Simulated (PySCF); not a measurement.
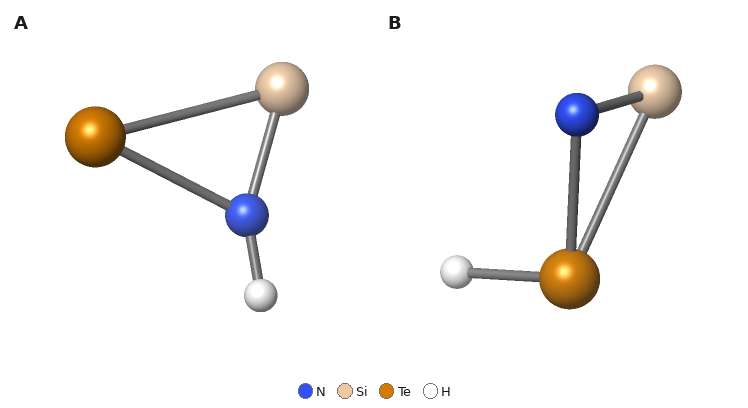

2 stationary structures of one formula. Geometries: PBE-D4/def2-SVP. Electronic energies: PBE-D4/def2-SVP (PySCF 2.14.0), without zero-point energy. No frequency run is at hand to confirm each as a minimum.

**Rank them by energy, lowest first.**

A is lowest; B lies 1.081 eV above it (C1).
